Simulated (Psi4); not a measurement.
**GaNH4 (SMILES [NH2][GaH2]) at B3LYP/aug-cc-pVDZ**

What is the energy change on altering one bond length of GaNH4 at B3LYP/aug-cc-pVDZ? 

Program for the calculation: Psi4 1.11.

1 further run of the same task is left out (set aside as unsound or not needed).

## (1) Starting point

GaNH4: 6 atoms, total charge 0, spin state singlet. SMILES: `[NH2][GaH2]`. Geometry: a GFN2-xTB relaxation, a rough one for these elements and not checked as a minimum.

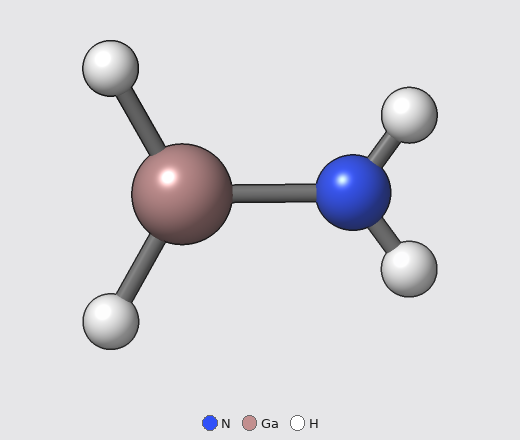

The structure, seen from a chosen angle (nitrogen blue, gallium pink, hydrogen white).

## (2) Energy and forces at B3LYP/aug-cc-pVDZ

File calc.inp:

```
memory 1600 MB

molecule m {
  N
  Ga 1 r2
  H 1 r3 2 a3
  H 1 r4 3 a4 2 d4
  H 2 r5 1 a5 3 d5
  H 2 r6 5 a6 1 d6

  r2 = 1.801563
  r3 = 1.01339
  a3 = 125.86379
  r4 = 1.014063
  a4 = 108.45349
  d4 = -179.83083
  r5 = 1.547438
  a5 = 119.13432
  d5 = 0.33675
  r6 = 1.547377
  a6 = 121.77938
  d6 = 179.94573
  symmetry c1
  no_reorient
  no_com
}

set {
  basis                aug-cc-pVDZ
  reference            rks
  puream               true
  e_convergence        1e-09
  d_convergence        1e-08
  scf_type             pk
  dft_radial_points    99
  dft_spherical_points 590
}

energy_value, wavefunction = gradient('b3lyp', return_wfn=True)
oeprop(wavefunction, 'MULLIKEN_CHARGES', 'MAYER_INDICES', 'LOWDIN_CHARGES')
```

Command:

```
$ psi4 -i calc.inp -o calc.out -n 1
```

calc.out:

```text
[...]
  Running in c1 symmetry.
[...]
  Nuclear repulsion =  108.900089645734766
[...]
  Multiplicity = 1
[...]
  Nalpha       = 21
  Nbeta        = 21
[...]
    Number of basis functions: 95
[...]
   @RKS iter   1: -1981.09694237459712   -2.91826e+00   1.38683e-02 DIIS/ADIIS
[...]
   @RKS iter  10: -1982.04378326756796   -4.09273e-12   7.70741e-09 DIIS
[...]
    Orbital Energies [Eh]
    ---------------------
    Doubly Occupied:
       1A   -372.593550     2A    -45.955464     3A    -40.710712
       4A    -40.707190     5A    -40.706768     6A    -14.318511
       7A     -5.510750     8A     -3.798343     9A     -3.789578
      10A     -3.789123    11A     -0.868801    12A     -0.843092
      13A     -0.841340    14A     -0.840091    15A     -0.838574
      16A     -0.806506    17A     -0.476615    18A     -0.471681
      19A     -0.353422    20A     -0.300983    21A     -0.267393
[...]
  @RKS Final Energy: -1982.04378326756796
   => Energetics <=
    Nuclear Repulsion Energy =            108.9000896457347665
    One-Electron Energy =               -2976.9757101563927790
    Two-Electron Energy =                 953.2224743307446033
    DFT Exchange-Correlation Energy =     -67.1906370876542809
    Empirical Dispersion Energy =           0.0000000000000000
    VV10 Nonlocal Energy =                  0.0000000000000000
    Total Energy =                      -1982.0437832675677328
[...]
 Multipole Moments:
 ------------------------------------------------------------------------------------
     Multipole            Electronic (a.u.)      Nuclear  (a.u.)        Total (a.u.)
 ------------------------------------------------------------------------------------
 L = 1.  Multiply by 2.5417464519 to convert [e a0] to [Debye]
 Dipole X            :         -0.0031161            0.0039663            0.0008502
 Dipole Y            :          0.0024775           -0.0028964           -0.0004189
 Dipole Z            :          3.5766936           -3.9899692           -0.4132756
 Magnitude           :                                                    0.4132767
[...]
  -Total Gradient:
     Atom            X                  Y                   Z
    ------   -----------------  -----------------  -----------------
       1       -0.000036716982     0.000557609088     0.022050173314
       2       -0.000051499915    -0.000060888573    -0.013693769269
       3        0.000085026606    -0.002067814135    -0.003968582050
       4       -0.000039082124     0.001554404965    -0.004230457387
       5        0.000022752586    -0.005942785946    -0.000075499876
       6        0.000019535518     0.005959474191    -0.000082105815
[...]
  Mulliken Charges: (a.u.)
   Center  Symbol    Alpha    Beta     Spin     Total
       1     N     3.65412  3.65412  0.00000 -0.30825
       2    GA    15.44059 15.44059  0.00000  0.11882
       3     H     0.54603  0.54603  0.00000 -0.09207
       4     H     0.54543  0.54543  0.00000 -0.09086
       5     H     0.40690  0.40690  0.00000  0.18619
       6     H     0.40692  0.40692  0.00000  0.18617
   Total alpha = 21.00000, Total beta = 21.00000, Total charge = -0.00000
  Lowdin Charges: (a.u.)
   Center  Symbol    Alpha    Beta     Spin     Total
[...]
```

It took 34 s on 1 thread of Intel Xeon 6975P-C (Granite Rapids), shared host; peak memory 1 GiB.

## (3) The distorted shape: the energy at B3LYP/aug-cc-pVDZ

File input.in:

```
memory 1600 mb

molecule system {
  0 1
  N     -0.45511786    -2.45006583     1.32069368
  Ga    -0.41794695     0.95032626     1.15849849
  H      0.05979471    -3.64596011    -0.08359959
  H     -0.99098750    -3.49094587     2.83780361
  H      0.88562015     2.89732809    -2.54969408
  H     -1.25405627     2.49419471     3.49684560
  units au
  symmetry c1
  no_reorient
  no_com
}

set globals {
  basis                aug-cc-pVDZ
  puream               true
  e_convergence        1e-09
  d_convergence        1e-08
  scf_type             pk
  dft_radial_points    99
  dft_spherical_points 590
}

E, wfn = energy('b3lyp', return_wfn=True)
print_variables()
```

Command:

```
$ psi4 input.in input.out -n 1
```

input.out:

```text
[...]
  Running in c1 symmetry.
[...]
  Nuclear repulsion =  105.038527479313800
[...]
  Multiplicity = 1
[...]
  Nalpha       = 21
  Nbeta        = 21
[...]
    Number of basis functions: 95
[...]
   @RKS iter   1: -1980.83394727866812   -2.85929e+00   1.39242e-02 ADIIS/DIIS
[...]
   @RKS iter  12: -1981.98343460174215   -4.54747e-12   4.18254e-09 DIIS
[...]
    Orbital Energies [Eh]
    ---------------------
    Doubly Occupied:
       1A   -372.623454     2A    -45.983048     3A    -40.738069
       4A    -40.735756     5A    -40.734342     6A    -14.332712
       7A     -5.537875     8A     -3.824479     9A     -3.817709
      10A     -3.816016    11A     -0.890372    12A     -0.868716
      13A     -0.867355    14A     -0.866440    15A     -0.863247
      16A     -0.824579    17A     -0.489689    18A     -0.475631
      19A     -0.358715    20A     -0.280548    21A     -0.258521
[...]
  @RKS Final Energy: -1981.98343460174215
   => Energetics <=
    Nuclear Repulsion Energy =            105.0385274793137995
    One-Electron Energy =               -2968.3916774414460633
    Two-Electron Energy =                 948.4765948873899788
    DFT Exchange-Correlation Energy =     -67.1068795270000038
    Empirical Dispersion Energy =           0.0000000000000000
    VV10 Nonlocal Energy =                  0.0000000000000000
    Total Energy =                      -1981.9834346017421467
[...]
 Multipole Moments:
 ------------------------------------------------------------------------------------
     Multipole            Electronic (a.u.)      Nuclear  (a.u.)        Total (a.u.)
 ------------------------------------------------------------------------------------
 L = 1.  Multiply by 2.5417464519 to convert [e a0] to [Debye]
 Dipole X            :         17.2388871          -17.4418094           -0.2029223
 Dipole Y            :        -11.2679185           10.5642701           -0.7036484
 Dipole Z            :        -48.2729487           48.8596645            0.5867157
 Magnitude           :                                                    0.9383677
[...]
```

It took 19 s on 1 thread of Intel Xeon 6975P-C (Granite Rapids), shared host; peak memory 1 GiB.

## (4) Summary of results

Level: B3LYP/aug-cc-pVDZ.

| quantity | value |
| --- | --- |
| first shape: total energy | -1982.04378 Eh |
| first shape: dipole moment | 1.05 D |
| first shape: HOMO energy | -7.28 eV |
| first shape: LUMO energy | -1.10 eV |
| first shape: HOMO–LUMO gap | 6.17 eV |
| first shape: largest force on an atom | 1.134 eV/Å |
| distorted shape: total energy | -1981.98343 Eh |
| distorted shape: dipole moment | 2.39 D |
| distorted shape: HOMO energy | -7.03 eV |
| distorted shape: LUMO energy | -1.62 eV |
| distorted shape: HOMO–LUMO gap | 5.41 eV |
| energy change with the Ga2–H5 bond stretched from 1.547 to 2.321 Å | 1.642 eV |

With the Ga2–H5 bond stretched from 1.547 to 2.321 Å the energy rises by 1.64 eV (158 kJ/mol). The first shape isn't relaxed at this level, so the change isn't measured from a minimum. The largest force (first shape) is 1.13 eV/Å: the shape isn't a stationary point for this species at this level. Mulliken charges (first shape) run from -0.31 on N1 to +0.19 on H5; in a basis this large or diffuse they mean little.
